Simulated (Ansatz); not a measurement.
# Ru: a line through an energy map

One line of a two-coordinate grid on Ru (P6_3/mmc, No. 194; 2 atoms in the cell): lattice constant c is varied, at lattice constant a (and b) = 2.910 Å.

Computed with Ansatz 0.2.0 (DFT PBE, scalar-relativistic, plane waves, PAW, unless a step's input says otherwise).

16 further runs of the same task are left out: 16 set aside as unsound or not needed.

## (1) The system as given

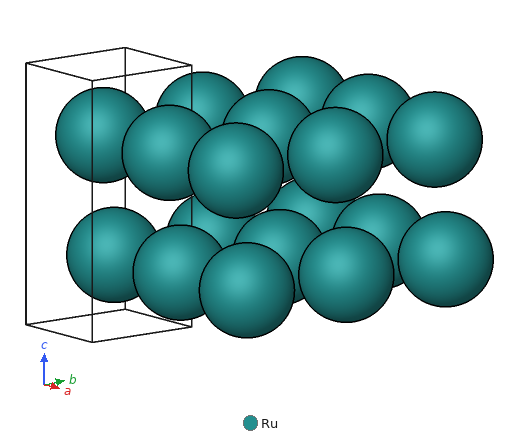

Start, viewed slightly off an axis; ruthenium teal. 3×3×1 cells are drawn.

Structure file:

```cif
data_structure
_symmetry_space_group_name_H-M 'P 1'
_symmetry_Int_Tables_number 1
_cell_length_a 2.7198
_cell_length_b 2.7198
_cell_length_c 4.2967
_cell_angle_alpha 90.000
_cell_angle_beta 90.000
_cell_angle_gamma 120.000
_cell_volume 27.53
loop_
_atom_site_label
_atom_site_type_symbol
_atom_site_fract_x
_atom_site_fract_y
_atom_site_fract_z
_atom_site_occupancy
Ru1 Ru 0.33333 0.66667 0.25000 1
Ru2 Ru 0.66667 0.33333 0.75000 1
```

It is the result of an earlier relaxation at this level (volume 13.76 Å³/atom; gap on the mesh: none (metal)).

## (2) The scan

The energy is mapped over the lattice constants a and c of the conventional cell.

- lattice constant a (and b): 7 values from 2.529 to 2.910 Å
- lattice constant c: 7 values from 3.781 to 4.812 Å

Nothing else is relaxed (symmetry fixes all fractional coordinates). Energies count from the relaxed crystal. Points are written as (first, second).

## (3) Grid point (2.910 Å, 3.781 Å)

The input, input.yaml:

```yaml
crystal:
  lattice:
    - [2.9102, 0.0, 0.0]
    - [-1.4551, 2.5203071301, 0.0]
    - [0.0, 0.0, 3.7811]
  atoms:
    - { symbol: Ru, position: [0.3333333333, 0.6666666667, 0.25] }
    - { symbol: Ru, position: [0.6666666667, 0.3333333333, 0.75] }
basis:
  ecutwfc: 420
kpoints:
  mp_grid: { grid: [18, 18, 10] }
hamiltonian:
  xc: pbe
  pseudopotentials: { kind: paw, azcp: { folder: soft_1 } }
scf:
  occupations: { method: gaussian, width: 0.15 }
output:
  forces: true
  stress: true
  eigenvalues: true
```

The run is started by

```sh
ansatz run input.yaml --threads 1 --pin off --max-ram 2048MiB --backend cpu --events-out ev --progress --plain --runs-dir out
```

What it wrote, cut to the lines that bear on the results:

```text
Warning: RAYON_NUM_THREADS=1 ignored (pool sized by the plan → 1); use --threads N
[...]
Pseudopotentials: kind: paw
Pseudopotential: Ru, paw, valence charge 16, recommended cutoff 420 eV (normal), <dir>
Functional definition: PBE
[...]
Crystal: 2 atoms, lattice volume = 27.733 Å³
Basis set: ecut = 420 eV, 529 PW (Γ), exchange–correlation on 40×40×54 points (8 copies of the dense FFT grid, shifted against one another)
Bands: 20, of which v1, the nominal top of the filled ones, is band 16 counted from 1 (15 counted from 0)
Symmetry: 24 space group operations
Space group: P63/mmc (ITA 194), of the structure as read, at distance tolerance 3.0e-5 Å
k-points: 222 of 3240
[...]
SCF iter   1: F=—  HF=-11757.741510 eV  |F-HF|=—  |Δ(HF+E_count)|=         —  Δρ=1.14e-1  dr2=3.38e0  ethr=3.10e-3  ⟨swp⟩=4.9  Hψ=17179  notcnv=0
[...]
SCF iter   6: F=-11756.682530 eV  HF=-11756.682530 eV  |F-HF|=4.35e-8  |Δ(HF+E_count)|=   3.42e-7  Δρ=2.19e-5  dr2=6.31e-8  ethr=3.13e-10  ⟨swp⟩=3.6  Hψ=19620  notcnv=0
[...]
SCF converged after 6 iterations
Free energy (F): -11756.682530 eV
[...]
E sigma→0 (E₀):  -11756.673848 eV
Entropy (-TS):   -0.017364 eV (-8.682 meV/atom)
Fermi energy:    22.854780 eV
[...]
--- Forces (eV/Å), atoms counted from 1 ---
  atom   1  Ru    -0.00000000    -0.00000000     0.00000000
  atom   2  Ru     0.00000000     0.00000000     0.00000000
[...]
--- Stress (GPa, compression-positive) ---
       -8.278045      -0.000000       0.000000
        0.000000      -8.278045       0.000000
        0.000000       0.000000      51.178841
  P = ⅓ Tr σ = 11.5409 GPa (115.409 kbar)
--- Band table (eV; the first three rows and the last of 222) ---
  k-point 0: bands = ["-50.3510", "-49.9949", "-21.0253", "-20.1243", "-20.1243", "-19.7318", "-19.7318", "-19.5778", "14.9329", "16.3674", "19.9640", "19.9640", "20.0466", "20.0466", "21.1021", "21.1021", "22.1299", "23.9601", "23.9601", "26.6138"]
[...]
```

Run time: 10 s. Hardware: 1 thread of Arm Neoverse N1, shared host; peak memory 0.35 GiB.

Energy on the map's scale: 397 meV/atom.

## (4) The run at (2.910 Å, 3.953 Å)

Edit input.yaml of step 3 so:

```diff
@@ -4,3 +4,3 @@
     - [-1.4551, 2.5203071301, 0.0]
-    - [0.0, 0.0, 3.7811]
+    - [0.0, 0.0, 3.9529]
   atoms:
```

The run is started by

```sh
ansatz run input.yaml --threads 1 --pin off --max-ram 2048MiB --backend cpu --events-out ev --progress --plain --runs-dir out
```

What it wrote, cut to the lines that bear on the results:

```text
Warning: RAYON_NUM_THREADS=1 ignored (pool sized by the plan → 1); use --threads N
[...]
Pseudopotentials: kind: paw
Pseudopotential: Ru, paw, valence charge 16, recommended cutoff 420 eV (normal), <dir>
Functional definition: PBE
[...]
Crystal: 2 atoms, lattice volume = 28.993 Å³
Basis set: ecut = 420 eV, 577 PW (Γ), exchange–correlation on 40×40×54 points (8 copies of the dense FFT grid, shifted against one another)
Bands: 20, of which v1, the nominal top of the filled ones, is band 16 counted from 1 (15 counted from 0)
Symmetry: 24 space group operations
Space group: P63/mmc (ITA 194), of the structure as read, at distance tolerance 3.1e-5 Å
k-points: 222 of 3240
[...]
SCF iter   1: F=—  HF=-11758.163439 eV  |F-HF|=—  |Δ(HF+E_count)|=         —  Δρ=1.16e-1  dr2=3.86e0  ethr=3.10e-3  ⟨swp⟩=4.9  Hψ=17119  notcnv=0
[...]
SCF iter   6: F=-11756.971251 eV  HF=-11756.971251 eV  |F-HF|=6.72e-8  |Δ(HF+E_count)|=   1.09e-6  Δρ=2.57e-5  dr2=9.20e-8  ethr=3.13e-10  ⟨swp⟩=3.5  Hψ=19659  notcnv=0
[...]
SCF converged after 6 iterations
Free energy (F): -11756.971251 eV
[...]
E sigma→0 (E₀):  -11756.959992 eV
Entropy (-TS):   -0.022518 eV (-11.259 meV/atom)
Fermi energy:    21.581943 eV
[...]
--- Forces (eV/Å), atoms counted from 1 ---
  atom   1  Ru    -0.00000000     0.00000000     0.00000000
  atom   2  Ru     0.00000000    -0.00000000     0.00000000
[...]
--- Stress (GPa, compression-positive) ---
      -20.701785       0.000000       0.000000
        0.000000     -20.701785       0.000000
        0.000000       0.000000      23.199191
  P = ⅓ Tr σ = -6.0681 GPa (-60.681 kbar)
--- Band table (eV; the first three rows and the last of 222) ---
  k-point 0: bands = ["-51.4971", "-51.2337", "-22.0413", "-21.2572", "-21.2572", "-20.9699", "-20.9699", "-20.8407", "13.9472", "15.6184", "18.9873", "18.9873", "19.2413", "19.2413", "19.9415", "19.9415", "20.6094", "22.6359", "22.6359", "24.6192"]
[...]
```

It took 10 s on 1 thread of Arm Neoverse N1, shared host; peak memory 0.35 GiB.

That is 252 meV/atom from the zero.

## (5) Point (2.910 Å, 4.125 Å)

Edit input.yaml of step 4 so:

```diff
@@ -4,3 +4,3 @@
     - [-1.4551, 2.5203071301, 0.0]
-    - [0.0, 0.0, 3.9529]
+    - [0.0, 0.0, 4.1248]
   atoms:
```

The run is started by

```sh
ansatz run input.yaml --threads 1 --pin off --max-ram 2048MiB --backend cpu --events-out ev --progress --plain --runs-dir out
```

What it wrote, cut to the lines that bear on the results:

```text
Warning: RAYON_NUM_THREADS=1 ignored (pool sized by the plan → 1); use --threads N
[...]
Pseudopotentials: kind: paw
Pseudopotential: Ru, paw, valence charge 16, recommended cutoff 420 eV (normal), <dir>
Functional definition: PBE
[...]
Crystal: 2 atoms, lattice volume = 30.254 Å³
Basis set: ecut = 420 eV, 589 PW (Γ), exchange–correlation on 40×40×60 points (8 copies of the dense FFT grid, shifted against one another)
Bands: 20, of which v1, the nominal top of the filled ones, is band 16 counted from 1 (15 counted from 0)
Symmetry: 24 space group operations
Space group: P63/mmc (ITA 194), of the structure as read, at distance tolerance 3.1e-5 Å
k-points: 222 of 3240
[...]
SCF iter   1: F=—  HF=-11758.355516 eV  |F-HF|=—  |Δ(HF+E_count)|=         —  Δρ=1.17e-1  dr2=4.26e0  ethr=3.10e-3  ⟨swp⟩=4.9  Hψ=17076  notcnv=0
[...]
SCF iter   7: F=-11757.060985 eV  HF=-11757.060985 eV  |F-HF|=1.10e-8  |Δ(HF+E_count)|=   2.10e-7  Δρ=8.33e-6  dr2=1.25e-8  ethr=3.13e-10  ⟨swp⟩=5.2  Hψ=18360  notcnv=0
[...]
SCF converged after 7 iterations
Free energy (F): -11757.060985 eV
[...]
E sigma→0 (E₀):  -11757.048727 eV
Entropy (-TS):   -0.024516 eV (-12.258 meV/atom)
Fermi energy:    20.432115 eV
[...]
--- Forces (eV/Å), atoms counted from 1 ---
  atom   1  Ru    -0.00000000     0.00000000     0.00000000
  atom   2  Ru    -0.00000000    -0.00000000     0.00000000
[...]
--- Stress (GPa, compression-positive) ---
      -28.885146       0.000000       0.000000
       -0.000000     -28.885146       0.000000
        0.000000       0.000000       0.282379
  P = ⅓ Tr σ = -19.1626 GPa (-191.626 kbar)
--- Band table (eV; the first three rows and the last of 222) ---
  k-point 0: bands = ["-52.5495", "-52.3557", "-22.9765", "-22.3023", "-22.3023", "-22.0929", "-22.0929", "-21.9900", "13.0580", "14.9009", "18.0768", "18.0768", "18.5021", "18.5021", "18.8739", "18.8739", "19.2164", "21.4223", "21.4223", "22.8509"]
[...]
```

Run time: 11 s. Hardware: 1 thread of Arm Neoverse N1, shared host; peak memory 0.36 GiB.

That is 208 meV/atom from the zero.

## (6) Point (2.910 Å, 4.297 Å)

Edit input.yaml of step 5 so:

```diff
@@ -4,3 +4,3 @@
     - [-1.4551, 2.5203071301, 0.0]
-    - [0.0, 0.0, 4.1248]
+    - [0.0, 0.0, 4.296659785]
   atoms:
@@ -21 +21,5 @@
   eigenvalues: true
+  write_density: true
+  write_potential: true
+  elf: true
+  volumetric_format: npy
```

The run is started by

```sh
ansatz run input.yaml --threads 1 --pin off --max-ram 2048MiB --backend cpu --events-out ev --progress --plain --runs-dir out
```

What it wrote, cut to the lines that bear on the results:

```text
[...]
SCF converged after 6 iterations
Free energy (F): -11756.986701 eV
[...]
E sigma→0 (E₀):  -11756.974147 eV
Entropy (-TS):   -0.025108 eV (-12.554 meV/atom)
Fermi energy:    19.374919 eV
[...]
--- Forces (eV/Å), atoms counted from 1 ---
  atom   1  Ru    -0.00000000     0.00000000     0.00000000
  atom   2  Ru    -0.00000000    -0.00000000     0.00000000
[...]
--- Stress (GPa, compression-positive) ---
      -33.606329       0.000000       0.000000
        0.000000     -33.606329       0.000000
        0.000000       0.000000     -18.364014
  P = ⅓ Tr σ = -28.5256 GPa (-285.256 kbar)
--- Band table (eV; the first three rows and the last of 222) ---
  k-point 0: bands = ["-53.5162", "-53.3744", "-23.8454", "-23.2636", "-23.2636", "-23.1116", "-23.1116", "-23.0417", "12.2536", "14.2096", "17.2284", "17.2284", "17.8142", "17.8142", "17.8921", "17.8921", "17.9453", "20.3079", "20.3079", "21.2806"]
[...]
```

Run time: 15 s. Hardware: 1 thread of Arm Neoverse N1, shared host; peak memory 0.36 GiB.

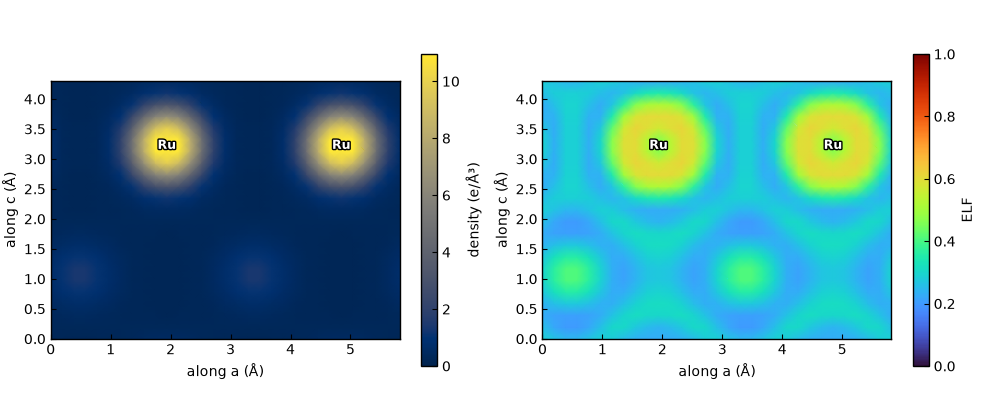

Density (left) and ELF (right) in a lattice plane of the grid's cell (edges 2.91 and 4.30 Å, at 0.333 of the third edge), which holds Ru. Only atoms in the plane are labelled. Both are smooth fields of the valence electrons: close to the nuclei they are not physical.

On the map this point reads 245 meV/atom.

## (7) Changed: mp_grid.grid [22, 22, 12], xc r2scan, ecutwfc left out

The input, input.yaml:

```yaml
crystal:
  lattice:
    - [2.9102, 0.0, 0.0]
    - [-1.4551, 2.5203071301, 0.0]
    - [0.0, 0.0, 4.296659785]
  atoms:
    - { symbol: Ru, position: [0.3333333333, 0.6666666667, 0.25] }
    - { symbol: Ru, position: [0.6666666667, 0.3333333333, 0.75] }
kpoints:
  mp_grid: { grid: [22, 22, 12] }
hamiltonian:
  xc: r2scan
  pseudopotentials: { kind: paw, azcp: { folder: soft_1 } }
scf:
  occupations: { method: gaussian, width: 0.15 }
output:
  forces: true
  eigenvalues: true
  stress: true
```

The run is started by

```sh
ansatz run input.yaml --threads 1 --pin off --max-ram 2048MiB --backend cpu --events-out ev --progress --plain --runs-dir out
```

What it wrote, cut to the lines that bear on the results:

```text
Warning: RAYON_NUM_THREADS=1 ignored (pool sized by the plan → 1); use --threads N
[...]
Pseudopotentials: kind: paw
Pseudopotential: Ru, paw, valence charge 16, recommended cutoff 500 eV (meta_gga), <dir>
Functional definition: r2SCAN
[...]
Crystal: 2 atoms, lattice volume = 31.514 Å³
Basis set: ecut = 500 eV, 795 PW (Γ), exchange–correlation on 96×96×128 points (64 copies of the dense FFT grid, shifted against one another)
Bands: 20, of which v1, the nominal top of the filled ones, is band 16 counted from 1 (15 counted from 0)
Symmetry: 24 space group operations
Space group: P63/mmc (ITA 194), of the structure as read, at distance tolerance 3.2e-5 Å
k-points: 364 of 5808
[...]
SCF iter   1: F=—  HF=-11781.859981 eV  |F-HF|=—  |Δ(HF+E_count)|=         —  Δρ=1.09e-1  dr2=3.95e0  dr2_τ=1.23e-1  ethr=3.10e-3  ⟨swp⟩=4.5  Hψ=28539  notcnv=0
[...]
SCF iter   7: F=-11780.860035 eV  HF=-11780.860035 eV  |F-HF|=2.88e-8  |Δ(HF+E_count)|=   1.19e-7  Δρ=8.98e-6  dr2=1.08e-8  dr2_τ=8.03e-10  ethr=3.13e-10  ⟨swp⟩=6.3  Hψ=32669  notcnv=0
[...]
SCF converged after 7 iterations
Free energy (F): -11780.860035 eV
[...]
E sigma→0 (E₀):  -11780.849602 eV
Entropy (-TS):   -0.020866 eV (-10.433 meV/atom)
Fermi energy:    19.234303 eV
[...]
--- Forces (eV/Å), atoms counted from 1 ---
  atom   1  Ru     0.00000000     0.00000000     0.00000000
  atom   2  Ru     0.00000000    -0.00000000     0.00000000
[...]
--- Stress (GPa, compression-positive) ---
      -38.852016       0.000000       0.000000
        0.000000     -38.852016       0.000000
        0.000000       0.000000     -24.428804
  P = ⅓ Tr σ = -34.0443 GPa (-340.443 kbar)
--- Band table (eV; the first three rows and the last of 364) ---
  k-point 0: bands = ["-55.8341", "-55.6783", "-25.4043", "-24.7842", "-24.7842", "-24.6205", "-24.6205", "-24.5373", "11.8048", "13.8464", "17.0144", "17.0144", "17.5906", "17.5906", "17.6927", "17.6927", "17.7629", "20.2081", "20.2081", "21.2507"]
[...]
```

Wall time 42 s (1 thread of Arm Neoverse N1, shared host); peak memory 0.54 GiB.

```tsv
run	ending	energy change	pressure (GPa)	gap (eV)	force (eV/Å)	cycles	time
step 6	converged	-	-28.5	0.00	0.00	6	15 s
variant	converged	not comparable	-34.0	0.00	0.00	7	42 s
```

A change of functional puts the total energy on another scale; the pressure goes from -28.5 to -34.0 GPa. The k-point mesh and cutoff changed too.

## (8) The run at (2.910 Å, 4.468 Å)

Edit input.yaml of step 6 so:

```diff
@@ -4,3 +4,3 @@
     - [-1.4551, 2.5203071301, 0.0]
-    - [0.0, 0.0, 4.296659785]
+    - [0.0, 0.0, 4.4685]
   atoms:
@@ -21,5 +21 @@
   eigenvalues: true
-  write_density: true
-  write_potential: true
-  elf: true
-  volumetric_format: npy
```

The run is started by

```sh
ansatz run input.yaml --threads 1 --pin off --max-ram 2048MiB --backend cpu --events-out ev --progress --plain --runs-dir out
```

What it wrote, cut to the lines that bear on the results:

```text
[...]
SCF converged after 7 iterations
Free energy (F): -11756.784547 eV
[...]
E sigma→0 (E₀):  -11756.771488 eV
Entropy (-TS):   -0.026117 eV (-13.058 meV/atom)
Fermi energy:    18.404708 eV
[...]
--- Forces (eV/Å), atoms counted from 1 ---
  atom   1  Ru     0.00000000    -0.00000000    -0.00000000
  atom   2  Ru    -0.00000000     0.00000000     0.00000000
[...]
--- Stress (GPa, compression-positive) ---
      -36.239157       0.000000       0.000000
        0.000000     -36.239157       0.000000
        0.000000       0.000000     -32.294722
  P = ⅓ Tr σ = -34.9243 GPa (-349.243 kbar)
--- Band table (eV; the first three rows and the last of 222) ---
  k-point 0: bands = ["-54.4081", "-54.3048", "-24.6545", "-24.1528", "-24.1528", "-24.0428", "-24.0428", "-24.0047", "11.5226", "13.5411", "16.4327", "16.4327", "16.7885", "16.9832", "16.9832", "17.1677", "17.1677", "19.2831", "19.2831", "19.8854"]
[...]
```

Run time: 12 s. Hardware: 1 thread of Arm Neoverse N1, shared host; peak memory 0.36 GiB.

That is 346 meV/atom from the zero.

## (9) Point (2.910 Å, 4.640 Å)

Edit input.yaml of step 8 so:

```diff
@@ -4,3 +4,3 @@
     - [-1.4551, 2.5203071301, 0.0]
-    - [0.0, 0.0, 4.4685]
+    - [0.0, 0.0, 4.6404]
   atoms:
```

The run is started by

```sh
ansatz run input.yaml --threads 1 --pin off --max-ram 2048MiB --backend cpu --events-out ev --progress --plain --runs-dir out
```

What it wrote, cut to the lines that bear on the results:

```text
Warning: RAYON_NUM_THREADS=1 ignored (pool sized by the plan → 1); use --threads N
[...]
Pseudopotentials: kind: paw
Pseudopotential: Ru, paw, valence charge 16, recommended cutoff 420 eV (normal), <dir>
Functional definition: PBE
[...]
Crystal: 2 atoms, lattice volume = 34.035 Å³
Basis set: ecut = 420 eV, 687 PW (Γ), exchange–correlation on 40×40×64 points (8 copies of the dense FFT grid, shifted against one another)
Bands: 20, of which v1, the nominal top of the filled ones, is band 16 counted from 1 (15 counted from 0)
Symmetry: 24 space group operations
Space group: P63/mmc (ITA 194), of the structure as read, at distance tolerance 3.2e-5 Å
k-points: 222 of 3240
[...]
SCF iter   1: F=—  HF=-11757.919243 eV  |F-HF|=—  |Δ(HF+E_count)|=         —  Δρ=1.14e-1  dr2=4.96e0  ethr=3.10e-3  ⟨swp⟩=4.6  Hψ=16770  notcnv=0
[...]
SCF iter   6: F=-11756.489350 eV  HF=-11756.489350 eV  |F-HF|=2.13e-9  |Δ(HF+E_count)|=   1.12e-7  Δρ=3.30e-6  dr2=3.22e-9  ethr=3.13e-10  ⟨swp⟩=7.3  Hψ=22488  notcnv=0
[...]
SCF converged after 6 iterations
Free energy (F): -11756.489350 eV
[...]
E sigma→0 (E₀):  -11756.476085 eV
Entropy (-TS):   -0.026530 eV (-13.265 meV/atom)
Fermi energy:    17.512274 eV
[...]
--- Forces (eV/Å), atoms counted from 1 ---
  atom   1  Ru     0.00000000    -0.00000000     0.00000000
  atom   2  Ru    -0.00000000     0.00000000     0.00000000
[...]
--- Stress (GPa, compression-positive) ---
      -37.556411       0.000000       0.000000
        0.000000     -37.556411      -0.000000
        0.000000      -0.000000     -42.091062
  P = ⅓ Tr σ = -39.0680 GPa (-390.680 kbar)
--- Band table (eV; the first three rows and the last of 222) ---
  k-point 0: bands = ["-55.2337", "-55.1587", "-25.4110", "-24.9776", "-24.9776", "-24.8983", "-24.8983", "-24.8891", "10.8554", "12.8929", "15.6838", "15.6838", "15.7356", "16.1387", "16.1387", "16.5551", "16.5551", "18.3387", "18.3387", "18.6385", "25.2727", "32.1958", "34.3525", "34.6820"]
[...]
```

Wall time 15 s (1 thread of Arm Neoverse N1, shared host); peak memory 0.39 GiB.

On the map this point reads 493 meV/atom.

## (10) Point (2.910 Å, 4.812 Å)

Edit input.yaml of step 9 so:

```diff
@@ -4,3 +4,3 @@
     - [-1.4551, 2.5203071301, 0.0]
-    - [0.0, 0.0, 4.6404]
+    - [0.0, 0.0, 4.8123]
   atoms:
```

The run is started by

```sh
ansatz run input.yaml --threads 1 --pin off --max-ram 2048MiB --backend cpu --events-out ev --progress --plain --runs-dir out
```

What it wrote, cut to the lines that bear on the results:

```text
[...]
SCF converged after 8 iterations
Free energy (F): -11756.130890 eV
[...]
E sigma→0 (E₀):  -11756.117776 eV
Entropy (-TS):   -0.026229 eV (-13.114 meV/atom)
Fermi energy:    16.689961 eV
[...]
--- Forces (eV/Å), atoms counted from 1 ---
  atom   1  Ru     0.00000000    -0.00000000     0.00000000
  atom   2  Ru    -0.00000000     0.00000000    -0.00000000
[...]
--- Stress (GPa, compression-positive) ---
      -37.992616       0.000000       0.000000
        0.000000     -37.992616       0.000000
        0.000000       0.000000     -48.516581
  P = ⅓ Tr σ = -41.5006 GPa (-415.006 kbar)
--- Band table (eV; the first three rows and the last of 222) ---
  k-point 0: bands = ["-55.9990", "-55.9447", "-26.1208", "-25.7430", "-25.7430", "-25.7043", "-25.6860", "-25.6860", "10.2438", "12.2647", "14.7764", "14.9789", "14.9789", "15.3536", "15.3536", "15.9713", "15.9713", "17.4671", "17.4671", "17.5256", "23.6600", "31.5142", "32.9772", "33.7019"]
[...]
```

Wall time 19 s (1 thread of Arm Neoverse N1, shared host); peak memory 0.42 GiB.

That is 673 meV/atom from the zero.

## (11) Results

| lattice constant c (Å) | step | energy (meV/atom) | slope (meV/atom per Å) | pressure (GPa) |
| --- | --- | --- | --- | --- |
| 3.781 | 3 | 397 | −1171 | 11.5 |
| 3.953 | 4 | 252 | −531 | −6.1 |
| 4.125 | 5 | 208 | −6 | −19.2 |
| 4.297 | 6 | 245 | 420 | −28.5 |
| 4.468 | 8 | 346 | 739 | −34.9 |
| 4.640 | 9 | 493 | 963 | −39.1 |
| 4.812 | 10 | 673 | 1111 | −41.5 |

Energies count from the relaxed crystal. Slopes come from the forces (and the stress, where the cell changes), not from differences of energies.

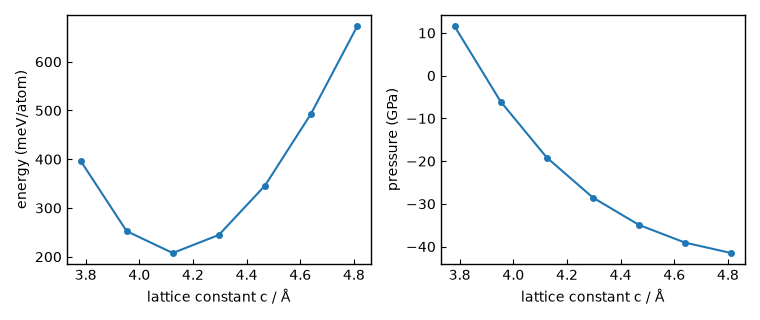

Energy and pressure along the line.

```tsv
run	outcome
step 7, run with mp_grid.grid [22, 22, 12], xc r2scan, ecutwfc left out (against step 6)	converged; the pressure goes from -28.5 to -34.0 GPa
```

What this shows: Along the line the energy is lowest at 4.125 Å, 208 meV/atom from the zero. A fit to energies and slopes at the lowest point and its two neighbours puts the minimum at 4.1274 Å, with a curvature of about 2800 meV/atom per Å². The well is lopsided: two grid steps out, the energy rises by 189 meV/atom towards smaller values and 138 meV/atom towards larger ones. The highest point computed, at 4.812 Å, lies 465 meV/atom above the lowest. This is one cut through a surface in two coordinates; the map's lowest point lies off it.
